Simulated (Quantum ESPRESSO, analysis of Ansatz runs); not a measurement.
# A hop of O in In2O3 (R-3c), charge +2 (Quantum ESPRESSO), part 2 of 3

Aim: the barrier of one jump in In2O3 (R-3c) at charge +2: V_O hop (2.8 Å). The model is a cell of 80 host atoms with 1 O taken out; O is the atom that moves.

Quantum ESPRESSO 7.5; Quantum ESPRESSO plane-wave DFT, PBEsol, GBRV 1.5 PBEsol potentials; nudged elastic band between two relaxed defect structures at fixed charge in a uniform background.

So far: The structure; Relaxation of the start point, charge +2.

## 3. Relaxation of the end point, charge +2

Level of this step: Quantum ESPRESSO plane-wave DFT, PBEsol, GBRV 1.5 PBEsol potentials; relaxation of all atoms of a defect supercell at fixed charge in a uniform background (Quantum ESPRESSO).

The end point is relaxed in the same cell and settings, so that the two energies compare. Atoms more than 3.2 Å from the middle of the hop start where the first relaxation left them, the nearer ones on or close to their ideal places, with small random displacements.

pw.in reads:

```
&CONTROL
  calculation = 'relax'
  prefix = 'pwscf'
  outdir = './tmp'
  pseudo_dir = './pseudo'
  tprnfor = .true.
  disk_io = 'low'
  nstep = 70
  forc_conv_thr = 0.0012
  etot_conv_thr = 0.0001
/
&SYSTEM
  ibrav = 0
  nat = 79
  ntyp = 2
  ecutwfc = 36
  ecutrho = 288
  nbnd = 352
  occupations = 'fixed'
  tot_charge = 2
  nosym = .true.
/
&ELECTRONS
  conv_thr = 8d-08
  electron_maxstep = 100
  mixing_beta = 0.5
/
&IONS
  ion_dynamics = 'bfgs'
/
ATOMIC_SPECIES
In   114.8180 in_pbesol_v1.4.uspp.F.UPF
O     15.9990 o_pbesol_v1.2.uspp.F.UPF
CELL_PARAMETERS angstrom
   5.4978746316    3.1741994784    9.6511628677
  -5.4978746316    3.1741994784    9.6511628677
   0.0000000000   -6.3483987569    9.6511628675
ATOMIC_POSITIONS crystal
In     0.3197641477    0.3217767324    0.3266894504
In     0.4303573967    0.4294750513    0.4284920713
[... 3 atom lines left out ...]
O      0.3754686887    0.2261214373    0.0227259333
[... 4 atom lines left out ...]
In     0.3213675634    0.3201850920    0.8219662762
In     0.4287493001    0.4287554606    0.9297128151
[... 5 atom lines left out ...]
O      0.4794240845    0.1308009665    0.7716675649
O      0.2740754217    0.4767246424    0.6246616913
[... 4 atom lines left out ...]
In     0.0704926393    0.5713121216    0.0706989560
[... 8 atom lines left out ...]
In     0.1783588353    0.6780169625    0.6793449224
[... 2 atom lines left out ...]
O      0.3757158540    0.7260017519    0.5229826368
O      0.5228999468    0.3758794387    0.7269849295
O      0.4770700613    0.6239566792    0.7734171530
[... 20 atom lines left out ...]
O      0.6235045879    0.2769024232    0.9661469901
[... 13 atom lines left out ...]
In     0.5702641517    0.5720730016    0.5713158322
[... 5 atom lines left out ...]
O      0.6251047850    0.7736136658    0.9759388106
K_POINTS gamma
```

Started as:

```console
> OMP_NUM_THREADS=1 mpirun -n 8 pw.x -in pw.in > pw.out
```

What it wrote:

```text
[shortened: banners, details of potentials and solvers, and blank lines are left out]
[banner, memory and clock lines left out]
     gamma-point specific algorithms are used
     one sub-group per band group will be used
     bravais-lattice index     =            0
     lattice parameter (alat)  =      21.8300  a.u.
     unit-cell volume          =    6819.5628 (a.u.)^3
     number of atoms/cell      =           79
     number of atomic types    =            2
     number of electrons       =       696.00
     number of Kohn-Sham states=          352
     kinetic-energy cutoff     =      36.0000  Ry
     charge density cutoff     =     288.0000  Ry
     scf convergence threshold =      8.0E-08
     mixing beta               =       0.5000
     number of iterations used =            8  plain     mixing
     energy convergence thresh.=      1.0E-04
     force convergence thresh. =      1.2E-03
     Exchange-correlation= SLA  PW   PSX  PSC
                           (   1   4  10   8   0   0   0)
     nstep                     =           70
     crystal axes: (cart. coord. in units of alat)
               a(1) = (   0.475927   0.274777   0.835459 )
               a(2) = (  -0.475927   0.274777   0.835459 )
               a(3) = (   0.000000  -0.549553   0.835459 )
     PseudoPot. # 1 for In read from file:
     in_pbesol_v1.4.uspp.F.UPF
     Pseudo is Ultrasoft + core correction, Zval = 13.0
[...]
PseudoPot. # 2 for O  read from file:
     o_pbesol_v1.2.uspp.F.UPF
     Pseudo is Ultrasoft + core correction, Zval =  6.0
[...]
atomic species   valence    mass     pseudopotential
     In               13.00   114.81800     In( 1.00)
     O                 6.00    15.99900     O ( 1.00)
     No symmetry found
     site n.     atom                  positions (alat units)
         1        In     tau(   1) = (  -0.0009578  -0.0032528   0.8089166  )
         2        In     tau(   2) = (   0.0004199   0.0007827   1.0763421  )
         3        In     tau(   3) = (   0.0001458  -0.0008307   0.4498989  )
         4        In     tau(   4) = (  -0.0010925  -0.0008806   0.1783069  )
         5        O      tau(   5) = (  -0.1676318  -0.0149909   0.5223669  )
         6        O      tau(   6) = (   0.0710784   0.1528137   0.5215904  )
         7        O      tau(   7) = (   0.0967640  -0.1369616   0.5227146  )
         8        O      tau(   8) = (   0.1633359   0.0201014   0.7300299  )
[...]
number of k points=     1
                       cart. coord. in units 2pi/alat
        k(    1) = (   0.0000000   0.0000000   0.0000000), wk =   2.0000000
     Dense  grid:   281435 G-vectors     FFT dimensions: ( 120, 120, 120)
     Smooth grid:    99485 G-vectors     FFT dimensions: (  90,  90,  90)
     starting charge     649.9999, renormalised to     696.0000
     Self-consistent Calculation
     iteration #  1     ecut=    36.00 Ry     beta= 0.50
     total energy              =   -5768.86351784 Ry
     estimated scf accuracy    <      38.17225003 Ry
     iteration #  2     ecut=    36.00 Ry     beta= 0.50
     total energy              =   -5779.08320556 Ry
     estimated scf accuracy    <       5.90772231 Ry
     iteration #  3     ecut=    36.00 Ry     beta= 0.50
     total energy              =   -5780.16495863 Ry
     estimated scf accuracy    <       1.17293552 Ry
[...]
estimated scf accuracy    <       0.00058702 Ry
     iteration # 10     ecut=    36.00 Ry     beta= 0.50
     total energy              =   -5780.37106013 Ry
     estimated scf accuracy    <       0.00008180 Ry
[... 126 further cycles ...]
     iteration #  7     ecut=    36.00 Ry     beta= 0.50
     total energy              =   -5780.50328103 Ry
     estimated scf accuracy    <          2.4E-09 Ry
     iteration #  8     ecut=    36.00 Ry     beta= 0.50
     End of self-consistent calculation
          k = 0.0000 0.0000 0.0000 ( 12405 PWs)   bands (ev):
    -8.7978  -8.4249  -8.3676  -8.3420  -8.3277  -8.3107  -8.2538  -8.2110
    -8.2086  -8.1962  -8.1931  -8.1543  -8.0894  -8.0751  -8.0703  -8.0525
    -7.9378  -7.9321  -7.9007  -7.8828  -7.8651  -7.8565  -7.8358  -7.8143
    -7.7985  -7.7974  -7.7925  -7.7850  -7.7720  -7.7662  -7.7502  -7.7410
    -7.7240  -7.7177  -7.7113  -7.7039  -7.6879  -7.6872  -7.6764  -7.6712
    -7.6703  -7.6267  -7.6242  -7.5914  -7.5549  -7.5163  -7.5102  -3.7160
    -3.7120  -3.6589  -3.6422  -3.6309  -3.6264  -3.6185  -3.6046  -3.5941
    -3.5657  -3.5464  -3.5375  -3.5123  -3.5121  -3.4927  -3.4800  -3.4725
[...]
highest occupied, lowest unoccupied level (ev):     8.8022    9.7097
!    total energy              =   -5780.50328103 Ry
     estimated scf accuracy    <          4.9E-10 Ry
     The total energy is the sum of the following terms:
     one-electron contribution =   -1447.12795595 Ry
     hartree contribution      =    1325.15023618 Ry
     xc contribution           =   -1539.27011792 Ry
     ewald contribution        =   -4119.25544333 Ry
     convergence has been achieved in   8 iterations
     Forces acting on atoms (cartesian axes, Ry/au):
     atom    1 type  1   force =     0.00007985    0.00022776    0.00000174
     atom    2 type  1   force =     0.00034942   -0.00015000    0.00033579
     atom    3 type  1   force =     0.00072449   -0.00025811   -0.00020741
     atom    4 type  1   force =     0.00020147   -0.00042397   -0.00004634
     atom    5 type  2   force =    -0.00019837   -0.00048004    0.00053882
     atom    6 type  2   force =     0.00050616   -0.00013038    0.00048403
     atom    7 type  2   force =     0.00011793    0.00007563   -0.00004081
     atom    8 type  2   force =    -0.00012205   -0.00051516   -0.00023752
[...]
Total force =     0.006664     Total SCF correction =     0.000074
     Energy error            =      1.0E-04 Ry
     Gradient error          =      1.1E-03 Ry/Bohr
     number of scf cycles    =  16
     number of bfgs steps    =  15
     energy             old  =   -5780.5031809419 Ry
     energy             new  =   -5780.5032810270 Ry
     CASE: energy            _new < energy            _old
     new trust radius        =       0.0056968382 bohr
     new conv_thr            =       0.0000000008 Ry
ATOMIC_POSITIONS (crystal)
In               0.3207734326        0.3216445687        0.3209224683
In               0.4286221995        0.4293661681        0.4285363194
In               0.1781423086        0.1822973186        0.1780796969
In               0.0725433714        0.0727819398        0.0701080797
O                0.0223288784        0.3774653144        0.2270381930
O                0.3712911554        0.2386731928        0.0171015095
O                0.2267638374        0.0236794194        0.3732758676
O                0.4755346758        0.1270037590        0.2701557996
[...]
Self-consistent Calculation
     iteration #  1     ecut=    36.00 Ry     beta= 0.50
     total energy              =   -5780.50333536 Ry
     estimated scf accuracy    <       0.00004306 Ry
     iteration #  2     ecut=    36.00 Ry     beta= 0.50
     total energy              =   -5780.50334087 Ry
     estimated scf accuracy    <       0.00001236 Ry
     iteration #  3     ecut=    36.00 Ry     beta= 0.50
     total energy              =   -5780.50334355 Ry
     estimated scf accuracy    <       0.00000250 Ry
[...]
estimated scf accuracy    <       0.00000008 Ry
     iteration #  6     ecut=    36.00 Ry     beta= 0.50
     total energy              =   -5780.50334395 Ry
     estimated scf accuracy    <          7.8E-09 Ry
     iteration #  7     ecut=    36.00 Ry     beta= 0.50
     total energy              =   -5780.50334395 Ry
     estimated scf accuracy    <          1.1E-09 Ry
     iteration #  8     ecut=    36.00 Ry     beta= 0.50
     End of self-consistent calculation
          k = 0.0000 0.0000 0.0000 ( 12405 PWs)   bands (ev):
    -8.7976  -8.4236  -8.3670  -8.3429  -8.3290  -8.3097  -8.2530  -8.2107
    -8.2081  -8.1969  -8.1930  -8.1543  -8.0886  -8.0726  -8.0695  -8.0518
    -7.9375  -7.9315  -7.9005  -7.8831  -7.8627  -7.8574  -7.8364  -7.8142
    -7.7980  -7.7958  -7.7918  -7.7840  -7.7719  -7.7666  -7.7517  -7.7425
    -7.7239  -7.7180  -7.7130  -7.7037  -7.6897  -7.6877  -7.6763  -7.6727
    -7.6712  -7.6274  -7.6255  -7.5929  -7.5547  -7.5169  -7.5115  -3.7131
    -3.7093  -3.6564  -3.6398  -3.6284  -3.6240  -3.6174  -3.6030  -3.5938
    -3.5632  -3.5465  -3.5350  -3.5126  -3.5117  -3.4928  -3.4802  -3.4725
[...]
highest occupied, lowest unoccupied level (ev):     8.8012    9.7104
!    total energy              =   -5780.50334395 Ry
     estimated scf accuracy    <          2.3E-10 Ry
     The total energy is the sum of the following terms:
     one-electron contribution =   -1447.22127683 Ry
     hartree contribution      =    1325.19710516 Ry
     xc contribution           =   -1539.27066905 Ry
     ewald contribution        =   -4119.20850323 Ry
     convergence has been achieved in   8 iterations
     Forces acting on atoms (cartesian axes, Ry/au):
     atom    1 type  1   force =     0.00019469    0.00000350    0.00006282
     atom    2 type  1   force =     0.00051970    0.00008445    0.00027308
     atom    3 type  1   force =     0.00023792   -0.00014572    0.00005376
     atom    4 type  1   force =    -0.00007517   -0.00020589   -0.00001547
     atom    5 type  2   force =    -0.00002267   -0.00059214    0.00039634
     atom    6 type  2   force =     0.00036013    0.00010700    0.00024763
     atom    7 type  2   force =    -0.00001676   -0.00018129    0.00012601
     atom    8 type  2   force =    -0.00003754   -0.00037974    0.00000721
[...]
Total force =     0.005094     Total SCF correction =     0.000051
     Energy error            =      6.3E-05 Ry
     Gradient error          =      1.0E-03 Ry/Bohr
     bfgs converged in  17 scf cycles and  16 bfgs steps
     (criteria: energy <  1.0E-04 Ry, force <  1.2E-03 Ry/Bohr)
     End of BFGS Geometry Optimization
     Final energy             =   -5780.5033439516 Ry
Begin final coordinates
ATOMIC_POSITIONS (crystal)
In               0.3207734326        0.3216445687        0.3209224683
In               0.4286221995        0.4293661681        0.4285363194
In               0.1781423086        0.1822973186        0.1780796969
In               0.0725433714        0.0727819398        0.0701080797
O                0.0223288784        0.3774653144        0.2270381930
O                0.3712911554        0.2386731928        0.0171015095
O                0.2267638374        0.0236794194        0.3732758676
O                0.4755346758        0.1270037590        0.2701557996
[...]
End final coordinates
```

Elapsed: 9.1 min, on 8 MPI ranks of Arm Neoverse V2, shared host; peak memory 2 GiB; 73 min of CPU time.

The steps of the relaxation:

```csv
step,energy less that of the first step (eV)
0,0.0000
1,-0.6865
2,-1.1274
3,-1.4682
4,-1.5693
5,-1.6563
6,-1.6951
7,-1.7254
8,-1.7494
9,-1.7686
10,-1.7809
11,-1.7880
12,-1.7924
13,-1.7953
14,-1.7974
15,-1.7987
16,-1.7996
```

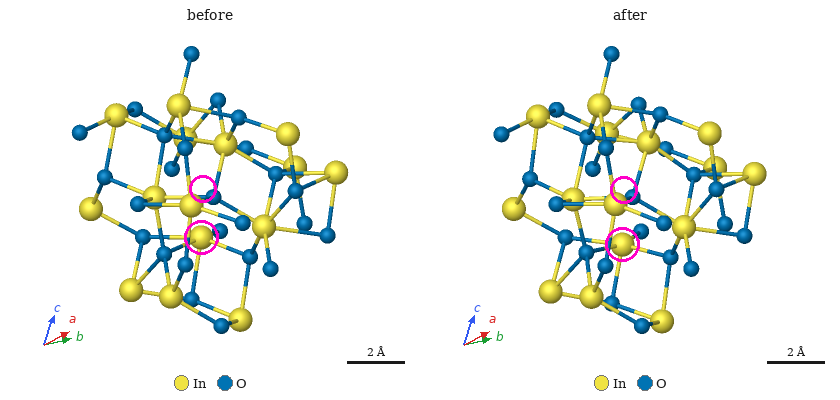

Before and after: the atoms that start within 5 Å of the centre. In33, which moves most, is ringed if it is among them. A ring with no atom in it marks the empty centre.

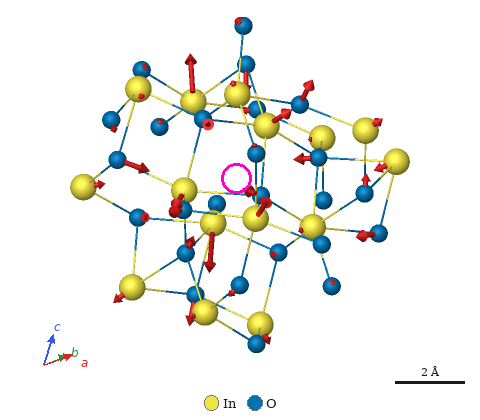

Displacements in the relaxation near the centre, exaggerated; the longest in the cell stands for 0.25 Å. A ring marks the centre wherever it is empty.

The atoms that moved most (Å):

| atom | dx | dy | dz | length |
| --- | --- | --- | --- | --- |
| In33 | -0.119 | 0.183 | -0.130 | 0.254 |
| In24 | -0.111 | -0.173 | 0.149 | 0.254 |
| In53 | -0.194 | -0.013 | 0.146 | 0.243 |
| O59 | 0.119 | -0.068 | 0.093 | 0.165 |
| In11 | 0.119 | 0.021 | -0.107 | 0.162 |
| In12 | 0.127 | -0.001 | 0.101 | 0.162 |
| O20 | 0.005 | 0.132 | 0.088 | 0.159 |
| O69 | 0.080 | -0.060 | -0.110 | 0.149 |

Neighbours of O37 at the end:

```
atom  distance (Å)
In73         2.141
In53         2.202
In11         2.205
In12         2.248
  O6         2.698
 O38         2.855
 O18         2.974
 O19         2.987
```

Read from the output:

- highest filled level: 8.801 eV
- lowest empty level: 9.710 eV
- r.m.s. move of the farther half of the atoms: 0.03715 Å
- largest move from the ideal geometry of this structure, a common shift of the far atoms taken out: 0.2534 Å

The relaxation gained 1.800 eV and ended with a largest force component of 0.026 eV/Å. The end lies within 1 meV of the start.

(Continued in part 3 of 3.)

[Logs are printed without paths, hosts, clocks, repeated set-up lines and the standing remarks that a program may print on its own settings, such as how far it seeks lower states.]

[Hosts, paths, dates, database ids (printed as entryN), source tags and the programs' standing remarks are cut or masked in the printed files.]
